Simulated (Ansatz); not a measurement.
## Run report: BNH₃ClF₂, molecular dynamics (part 3 of 3)

The same run, continued: BNH₃ClF₂; UKS B3LYP-D4/def2-SVP (Ansatz 0.2.0). It belongs to a series of runs on one base structure; here: dynamics from the highest image of the converged band.

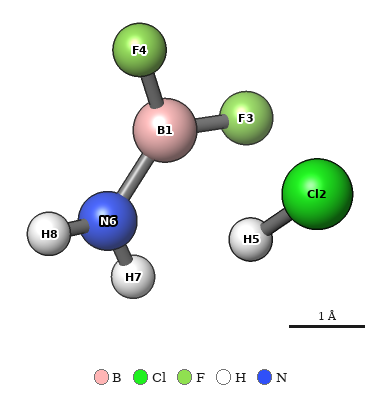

The geometry at step 100 of the log (ball-and-stick view, seen at a tilt; atoms are numbered from 1 in the order of the input).

## Trajectory as extended XYZ (Å, eV, eV/Å), 25 of the 201 frames kept, from step=0 to step=200
```
8
Properties=species:S:1:pos:R:3:forces:R:3 step=0 time_fs=0.0 energy=-20166.77036 temperature=300.0
B    -0.3983    0.6366   -0.3167    0.0119  -0.0158   0.0132
Cl    1.2278   -0.7027   -1.6568   -0.0005   0.0013   0.0017
F    -1.5473    0.4391   -0.9353   -0.0017   0.0066  -0.0040
F     0.1542    1.8342   -0.2670   -0.0064   0.0058  -0.0050
H     0.7745   -0.8669   -0.1477    0.0011  -0.0027   0.0021
N     0.0076   -0.3636    0.7410   -0.0147   0.0066   0.0064
H    -0.7295   -1.0019    1.0429    0.0003  -0.0034  -0.0071
H     0.5110    0.0251    1.5394    0.0102   0.0016  -0.0074
8
Properties=species:S:1:pos:R:3:forces:R:3 step=8 time_fs=4.0 energy=-20166.71413 temperature=227.9
B    -0.4146    0.6453   -0.2962   -0.0207  -0.2194   0.1200
Cl    1.2220   -0.7030   -1.6542    0.3485  -0.1531  -0.1701
F    -1.5546    0.4265   -0.9583    0.6423   0.2274   0.4758
F     0.1654    1.8337   -0.2550   -0.2627  -0.0427  -0.1813
H     0.8601   -0.8569   -0.2057   -0.1986  -0.1500  -0.4669
N     0.0209   -0.3589    0.7431   -0.5028   0.6832  -0.6373
H    -0.7806   -0.9193    1.0256    0.2517  -0.3066   0.4694
H     0.5958    0.0327    1.4836   -0.2577  -0.0388   0.3905
8
Properties=species:S:1:pos:R:3:forces:R:3 step=17 time_fs=8.5 energy=-20166.73214 temperature=250.7
B    -0.4334    0.6514   -0.2706   -0.1117  -0.2703   0.4624
Cl    1.2175   -0.7042   -1.6528    0.8757  -0.2387  -1.4589
F    -1.5566    0.4146   -0.9796    1.0485   0.4193   0.7635
F     0.1753    1.8328   -0.2433   -0.4826  -0.1234  -0.3933
H     0.9260   -0.8744   -0.3436   -0.1174  -0.3465   0.1327
N     0.0286   -0.3452    0.7394   -1.3044   0.8328   0.2167
H    -0.7829   -0.8724    1.0802    0.5340  -0.1784   0.2794
H     0.6374    0.0300    1.4733   -0.4421  -0.0947  -0.0026
8
Properties=species:S:1:pos:R:3:forces:R:3 step=25 time_fs=12.5 energy=-20166.75026 temperature=274.5
B    -0.4517    0.6532   -0.2416   -0.1556   0.0120   0.2255
Cl    1.2174   -0.7062   -1.6583    1.2072  -0.1039  -2.7820
F    -1.5496    0.4075   -0.9920    1.0635   0.4950   0.8732
F     0.1801    1.8309   -0.2362   -0.6397  -0.2569  -0.4316
H     0.9592   -0.9463   -0.4316   -0.2680  -0.4609   1.3007
N     0.0211   -0.3237    0.7377   -1.3177   0.3401   0.6957
H    -0.7133   -0.8665    1.1752   -0.2260  -0.4410  -0.0676
H     0.6170    0.0202    1.4752    0.3362   0.4156   0.1861
8
Properties=species:S:1:pos:R:3:forces:R:3 step=33 time_fs=16.5 energy=-20166.80502 temperature=345.1
B    -0.4722    0.6555   -0.2103   -0.0997   0.4866  -0.5795
Cl    1.2222   -0.7091   -1.6741    0.7113  -0.7301  -0.3577
F    -1.5342    0.4043   -0.9975    0.7391   0.4746   0.8426
F     0.1796    1.8269   -0.2324   -0.7325  -0.3323  -0.2972
H     0.9603   -1.0712   -0.3820    0.0405   0.4301  -0.9471
N    -0.0001   -0.2992    0.7460   -0.5430  -0.6360   2.6834
H    -0.6589   -0.9112    1.2517    0.0437   0.1826  -0.7167
H     0.6245    0.0601    1.4850   -0.1594   0.1245  -0.6278
8
Properties=species:S:1:pos:R:3:forces:R:3 step=42 time_fs=21.0 energy=-20166.93999 temperature=518.5
B    -0.4962    0.6647   -0.1830    0.3444  -0.0540  -0.0815
Cl    1.2314   -0.7159   -1.6947    0.6861  -0.6756  -0.5476
F    -1.5103    0.4053   -0.9959   -0.0351   0.3359   0.3161
F     0.1723    1.8195   -0.2311   -0.5445  -0.0330  -0.2245
H     0.9660   -1.1446   -0.4630    0.0482   0.3969  -0.5746
N    -0.0315   -0.2773    0.7845   -0.3226   0.3476   0.5801
H    -0.6137   -0.9563    1.2388   -0.4930  -0.3436   0.0901
H     0.6290    0.1350    1.4233    0.3165   0.0257   0.4419
8
Properties=species:S:1:pos:R:3:forces:R:3 step=50 time_fs=25.0 energy=-20166.92185 temperature=496.4
B    -0.5126    0.6725   -0.1602    0.6949  -0.5818   0.6092
Cl    1.2431   -0.7245   -1.7167    1.1267   0.3070  -2.7607
F    -1.4890    0.4090   -0.9917   -0.7148   0.1231  -0.2208
F     0.1611    1.8127   -0.2319   -0.2276   0.3983  -0.1787
H     0.9682   -1.1620   -0.5907   -0.4615  -0.6093   1.8757
N    -0.0634   -0.2554    0.8294   -0.3497   0.5779   0.4631
H    -0.6249   -1.0204    1.2183    0.3862   0.5479  -0.0366
H     0.6569    0.1920    1.4095   -0.4543  -0.7631   0.2487
8
Properties=species:S:1:pos:R:3:forces:R:3 step=58 time_fs=29.0 energy=-20167.03287 temperature=638.8
B    -0.5197    0.6731   -0.1302    0.5643  -0.2753   0.1795
Cl    1.2589   -0.7331   -1.7476    0.2374  -0.8770   0.4744
F    -1.4732    0.4137   -0.9888   -0.8141  -0.0904  -0.1720
F     0.1480    1.8088   -0.2341   -0.0026   0.5557  -0.0107
H     0.9251   -1.2280   -0.5376    0.3022   0.6830  -1.1505
N    -0.0990   -0.2272    0.8783   -0.2225   0.5332  -0.2471
H    -0.6028   -1.0306    1.2029   -0.2204  -0.2413   0.3134
H     0.6401    0.1532    1.4464    0.1557  -0.2879   0.6130
8
Properties=species:S:1:pos:R:3:forces:R:3 step=67 time_fs=33.5 energy=-20167.14441 temperature=781.6
B    -0.5188    0.6700   -0.0943    0.0518   0.4143  -0.6094
Cl    1.2784   -0.7465   -1.7818    0.3963  -0.3503  -0.4003
F    -1.4628    0.4182   -0.9868   -0.4619  -0.2770   0.2488
F     0.1333    1.8099   -0.2366    0.2069   0.5801   0.1232
H     0.9170   -1.2071   -0.6243    0.0460   0.1430  -0.0704
N    -0.1413   -0.1908    0.9336    0.2713  -0.9991   1.3404
H    -0.6019   -1.0552    1.2219   -0.0969   0.4108  -0.2802
H     0.6236    0.0527    1.5714   -0.4136   0.0782  -0.3520
8
Properties=species:S:1:pos:R:3:forces:R:3 step=75 time_fs=37.5 energy=-20167.12562 temperature=758.1
B    -0.5167    0.6724   -0.0704   -0.1620   0.4589  -0.6333
Cl    1.2978   -0.7600   -1.8144    0.8041   0.2669  -1.7407
F    -1.4577    0.4198   -0.9831   -0.1316  -0.3868   0.5945
F     0.1219    1.8157   -0.2379    0.3376   0.5270   0.2130
H     0.9103   -1.1664   -0.7008   -0.4484  -0.4654   1.4335
N    -0.1770   -0.1673    0.9946   -0.1803  -0.8270   0.3578
H    -0.6310   -1.0417    1.2103   -0.4402  -0.1180  -0.1899
H     0.5705   -0.0201    1.6548    0.2208   0.5443  -0.0349
8
Properties=species:S:1:pos:R:3:forces:R:3 step=83 time_fs=41.5 energy=-20167.12347 temperature=755.7
B    -0.5165    0.6810   -0.0548   -0.1357   0.1636  -0.0830
Cl    1.3198   -0.7730   -1.8525   -0.3376  -0.7123   1.3013
F    -1.4538    0.4183   -0.9746    0.0435  -0.4410   0.7532
F     0.1131    1.8258   -0.2374    0.3990   0.4110   0.2883
H     0.8623   -1.1701   -0.6323    0.6175   0.5794  -1.4648
N    -0.2146   -0.1530    1.0596   -0.5371  -0.4141  -0.8499
H    -0.7149   -1.0313    1.1710   -0.0001   0.1575   0.1565
H     0.5365   -0.0211    1.7260   -0.0494   0.2558  -0.1016
8
Properties=species:S:1:pos:R:3:forces:R:3 step=92 time_fs=46.0 energy=-20167.14174 temperature=778.3
B    -0.5186    0.6931   -0.0378   -0.1295  -0.1811   0.7290
Cl    1.3437   -0.7906   -1.8907    0.4325   0.0434  -0.8295
F    -1.4491    0.4124   -0.9581    0.0776  -0.4329   0.6458
F     0.1072    1.8411   -0.2341    0.3960   0.1910   0.3325
H     0.8925   -1.0975   -0.7448   -0.2211  -0.1884   0.7686
N    -0.2635   -0.1411    1.1209   -0.5569   0.7405  -2.1101
H    -0.8080   -0.9966    1.1595    0.2396  -0.0419   0.5113
H     0.4857    0.0200    1.7862   -0.2382  -0.1306  -0.0476
8
Properties=species:S:1:pos:R:3:forces:R:3 step=100 time_fs=50.0 energy=-20167.18023 temperature=827.7
B    -0.5228    0.7019   -0.0133   -0.3362   0.0488   0.4887
Cl    1.3665   -0.8066   -1.9273    0.3253   0.0062  -0.5990
F    -1.4442    0.4035   -0.9377    0.1113  -0.3534   0.5537
F     0.1052    1.8562   -0.2282    0.2587  -0.2324   0.4706
H     0.9002   -1.0456   -0.7654   -0.1621  -0.1450   0.6005
N    -0.3133   -0.1235    1.1524   -0.2919   0.9151  -2.0900
H    -0.8580   -0.9686    1.2239   -0.0072  -0.2288   0.3362
H     0.4076    0.0435    1.8336    0.1022  -0.0105   0.2393
8
Properties=species:S:1:pos:R:3:forces:R:3 step=108 time_fs=54.0 energy=-20167.14477 temperature=783.4
B    -0.5317    0.7120    0.0172   -0.5646   0.6175  -0.4749
Cl    1.3905   -0.8225   -1.9660   -0.5746  -0.3337   1.6281
F    -1.4384    0.3917   -0.9128    0.0542  -0.2274   0.3718
F     0.1053    1.8694   -0.2184    0.0823  -0.6236   0.6312
H     0.8902   -1.0157   -0.7116    0.6932   0.2140  -1.5683
N    -0.3657   -0.0974    1.1635    0.4992  -0.3803   0.1927
H    -0.9006   -0.9578    1.3324    0.1623   0.5900  -0.2959
H     0.3304    0.0648    1.8993   -0.3519   0.1436  -0.4847
8
Properties=species:S:1:pos:R:3:forces:R:3 step=117 time_fs=58.5 energy=-20167.14506 temperature=783.6
B    -0.5510    0.7330    0.0443   -0.4750   0.6284  -0.6939
Cl    1.4155   -0.8417   -2.0037    0.6618   0.1233  -1.5764
F    -1.4317    0.3762   -0.8818   -0.2764  -0.1062  -0.2234
F     0.1063    1.8786   -0.2015   -0.0019  -0.6317   0.6138
H     0.9699   -0.9572   -0.8488   -0.5843  -0.2344   1.6355
N    -0.4187   -0.0699    1.1751    0.7775   0.2089   0.3340
H    -0.9475   -0.8858    1.4102   -0.6155  -0.4292  -0.3987
H     0.2164    0.1232    1.9247    0.5136   0.4410   0.3092
8
Properties=species:S:1:pos:R:3:forces:R:3 step=125 time_fs=62.5 energy=-20167.19574 temperature=847.9
B    -0.5752    0.7609    0.0587   -0.1548   0.1093  -0.1571
Cl    1.4396   -0.8587   -2.0411   -0.1076  -0.0355   0.3974
F    -1.4281    0.3615   -0.8559   -0.7022  -0.0247  -0.8788
F     0.1072    1.8814   -0.1812    0.0221  -0.2691   0.4325
H     0.9908   -0.9287   -0.8183    0.1498  -0.0555  -0.2965
N    -0.4568   -0.0448    1.1912    0.8625  -0.0541   1.2776
H    -1.0560   -0.8492    1.4124    0.3237   0.5714  -0.3584
H     0.1636    0.2298    1.9637   -0.3936  -0.2419  -0.4167
8
Properties=species:S:1:pos:R:3:forces:R:3 step=133 time_fs=66.5 energy=-20167.11898 temperature=750.1
B    -0.6016    0.7899    0.0711    0.1695  -0.6344   0.5643
Cl    1.4635   -0.8756   -2.0778   -0.5166  -0.0402   1.5559
F    -1.4301    0.3467   -0.8370   -0.8704   0.0959  -1.2057
F     0.1083    1.8821   -0.1575    0.0570   0.1620   0.1706
H     1.0213   -0.9132   -0.8007    0.5285  -0.0299  -1.4234
N    -0.4859   -0.0185    1.2177    0.5888   1.0127  -0.7381
H    -1.1411   -0.7603    1.3706   -0.1785  -0.3830   0.3102
H     0.0781    0.3126    1.9733    0.2215  -0.1831   0.7662
8
Properties=species:S:1:pos:R:3:forces:R:3 step=142 time_fs=71.0 energy=-20167.08772 temperature=710.3
B    -0.6285    0.8124    0.0934    0.3119  -0.7441   0.3067
Cl    1.4887   -0.8949   -2.1139    0.6511   0.0371  -2.0540
F    -1.4402    0.3311   -0.8269   -0.5155   0.3662  -0.8919
F     0.1100    1.8844   -0.1292   -0.0469   0.3278  -0.0898
H     1.1183   -0.9028   -0.9403   -0.6568  -0.0801   2.1623
N    -0.5111    0.0218    1.2428    0.0780   0.2681   0.6426
H    -1.2373   -0.6912    1.3682    0.5708   0.2739   0.2832
H    -0.0102    0.3597    2.0725   -0.3926  -0.4489  -0.3591
8
Properties=species:S:1:pos:R:3:forces:R:3 step=150 time_fs=75.0 energy=-20167.11085 temperature=738.9
B    -0.6479    0.8218    0.1174    0.2861  -0.2802  -0.6438
Cl    1.5127   -0.9119   -2.1511   -0.3588   0.0307   1.2456
F    -1.4537    0.3203   -0.8255    0.0537   0.6676  -0.1781
F     0.1110    1.8889   -0.1047   -0.3170   0.0955  -0.1845
H     1.1470   -0.9055   -0.8676    0.3448  -0.0630  -1.1278
N    -0.5321    0.0617    1.2698   -0.2401  -0.2948   0.6695
H    -1.2625   -0.6166    1.4123   -0.1452  -0.4407   0.0627
H    -0.1234    0.3475    2.1421    0.3765   0.2848   0.1566
8
Properties=species:S:1:pos:R:3:forces:R:3 step=158 time_fs=79.0 energy=-20167.07809 temperature=696.5
B    -0.6633    0.8268    0.1330    0.2559  -0.0971  -0.8396
Cl    1.5358   -0.9287   -2.1846   -0.2558   0.0372   0.9461
F    -1.4669    0.3148   -0.8257    0.4742   0.8303   0.3118
F     0.1095    1.8943   -0.0816   -0.5088  -0.1283  -0.2876
H     1.2088   -0.9180   -0.9042    0.2363  -0.0549  -0.8375
N    -0.5561    0.0981    1.3053   -0.7451  -0.8749   1.3439
H    -1.2907   -0.5905    1.4641    0.1747  -0.1122  -0.2225
H    -0.1935    0.3681    2.2149    0.3686   0.4000  -0.4145
8
Properties=species:S:1:pos:R:3:forces:R:3 step=167 time_fs=83.5 energy=-20167.08227 temperature=702.3
B    -0.6761    0.8298    0.1386    0.2527  -0.4679   0.2208
Cl    1.5609   -0.9475   -2.2200    0.3313   0.0280  -1.6779
F    -1.4772    0.3166   -0.8232    0.6516   0.8011   0.4373
F     0.1030    1.8991   -0.0586   -0.5555  -0.2422  -0.4021
H     1.3011   -0.9412   -1.0071   -0.3568  -0.0297   1.7748
N    -0.5922    0.1292    1.3598   -0.6085  -0.1218  -0.3307
H    -1.2971   -0.5870    1.4927    0.0729  -0.1656   0.1311
H    -0.2072    0.4589    2.2347    0.2123   0.1981  -0.1533
8
Properties=species:S:1:pos:R:3:forces:R:3 step=175 time_fs=87.5 energy=-20167.06816 temperature=684.6
B    -0.6838    0.8259    0.1458    0.1020  -0.5773   0.9268
Cl    1.5842   -0.9640   -2.2561   -0.3515   0.0332   1.7915
F    -1.4808    0.3251   -0.8173    0.6201   0.6369   0.3392
F     0.0924    1.9013   -0.0415   -0.5235  -0.3415  -0.3899
H     1.3470   -0.9670   -0.9207    0.3240  -0.0298  -1.6885
N    -0.6314    0.1549    1.4063   -0.1574   0.5852  -1.4541
H    -1.2848   -0.6055    1.5357    0.0584  -0.0863   0.4443
H    -0.1877    0.5694    2.2169   -0.0720  -0.2205   0.0308
8
Properties=species:S:1:pos:R:3:forces:R:3 step=183 time_fs=91.5 energy=-20167.14406 temperature=781.0
B    -0.6902    0.8144    0.1651   -0.1272  -0.1904   0.7168
Cl    1.6063   -0.9805   -2.2865   -0.0102   0.0410  -0.2077
F    -1.4795    0.3386   -0.8086    0.5171   0.3770   0.2000
F     0.0776    1.9008   -0.0274   -0.4571  -0.4866  -0.2637
H     1.4283   -0.9973   -1.0181   -0.0185  -0.0289   0.2926
N    -0.6726    0.1859    1.4384   -0.0253   0.2703  -0.8334
H    -1.2590   -0.6285    1.6379    0.3531   0.4821   0.1569
H    -0.1781    0.6476    2.2013   -0.2318  -0.4645  -0.0617
8
Properties=species:S:1:pos:R:3:forces:R:3 step=192 time_fs=96.0 energy=-20167.13912 temperature=774.6
B    -0.6996    0.7991    0.1974   -0.2974   0.6075  -0.3913
Cl    1.6312   -0.9987   -2.3223   -0.0007   0.0507  -0.4678
F    -1.4731    0.3574   -0.7970    0.3281   0.0241   0.0922
F     0.0566    1.8954   -0.0141   -0.3094  -0.5612  -0.0534
H     1.5179   -1.0383   -1.0549   -0.0291  -0.0318   0.5391
N    -0.7189    0.2249    1.4632    0.4039   0.0498   0.2274
H    -1.1913   -0.6021    1.7825   -0.3327  -0.2418  -0.2177
H    -0.1893    0.6730    2.1920    0.2373   0.1027   0.2715
8
Properties=species:S:1:pos:R:3:forces:R:3 step=200 time_fs=100.0 energy=-20167.02023 temperature=623.1
B    -0.7122    0.7938    0.2214   -0.2963   0.9550  -0.8248
Cl    1.6533   -1.0147   -2.3563   -0.1315  -0.0524   1.8396
F    -1.4647    0.3744   -0.7859   -0.0017  -0.3348  -0.1390
F     0.0354    1.8860   -0.0028    0.0120  -0.2693   0.0251
H     1.5891   -1.0785   -1.0022    0.1017   0.0741  -1.7736
N    -0.7556    0.2594    1.4885    0.6692  -0.6116   1.9919
H    -1.1688   -0.5917    1.8725   -0.1591   0.3116  -0.7096
H    -0.1768    0.6983    2.2122   -0.1944  -0.0725  -0.4096
```

The run was set up as follows.

## Input file
```yaml
crystal:
  periodic: [false, false, false]
  atoms:
    - { symbol: B, position_ang: [-0.398319, 0.63659, -0.316667] }
    - { symbol: Cl, position_ang: [1.227777, -0.702677, -1.656777] }
    - { symbol: F, position_ang: [-1.547308, 0.439109, -0.93533] }
    - { symbol: F, position_ang: [0.154216, 1.834177, -0.266963] }
    - { symbol: H, position_ang: [0.774453, -0.866863, -0.147683] }
    - { symbol: "N", position_ang: [0.007593, -0.363577, 0.740986] }
    - { symbol: H, position_ang: [-0.729525, -1.001938, 1.0429] }
    - { symbol: H, position_ang: [0.511014, 0.025079, 1.539433] }
magnetization:
  spin_polarized: true
basis:
  gaussian: { orbitals: def2-SVP }
hamiltonian:
  xc: b3lyp
  dispersion: d4
md:
  timestep: 0.5
  n_steps: 200
  ensemble: nve
  temperature: 300.0
  initial_velocities: maxwell_boltzmann
  seed: 2454
```

Command:
```bash
ansatz run input.yaml --threads 2 --pin off --max-ram 3072MiB --backend cpu --events-out ev --progress --plain --runs-dir out
```

## Key numbers

| quantity | value |
| --- | --- |
| outcome | finished |
| mean temperature over the second half | 750 K |
| trajectory | 200 steps, 100 fs |
| ensemble | nve |
| temperature in the input | 300.0 K |
| time step | 0.5 fs |
| potential energy (last step) | −20167.0205 eV |
| mean-field energy (last step) | −20166.8573 eV |
| largest force (length of the vector) (last step) | 2.188 eV/Å |
| hardware | 2 threads of Intel Xeon (Sapphire Rapids), 16 GiB of memory available, shared host |
| wall time | 6.7 min (CPU time 13 min) |
| peak memory | 0.27 GiB |

So short a trajectory is not equilibrated.
